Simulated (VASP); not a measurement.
Shape and ions are relaxed at each volume.

Energy against volume of Ru (hcp). Computed with PBE GGA with D3 dispersion (Becke-Johnson damping), VASP's PBE PAW potentials (set 64) (plane waves; VASP).

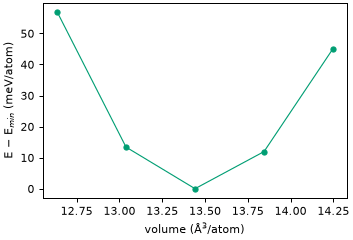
Energy against volume

### Question
Estimate the equilibrium volume and the bulk modulus.

### Answer
The minimum lies near 13.4 Å³/atom, and the curvature gives B0 of about 330 GPa.

Measured: bulk modulus 318 GPa at 0 K (computed value off by +5.3 %), as given by Vázquez-Parga, Fernández-Martínez, Viñes, J. Chem. Theory Comput. (2023), doi:10.1021/acs.jctc.3c00612, Supporting … [zero-point energy and finite temperature contributions removed].

The compound is Ru in the hcp structure. It was relaxed first.
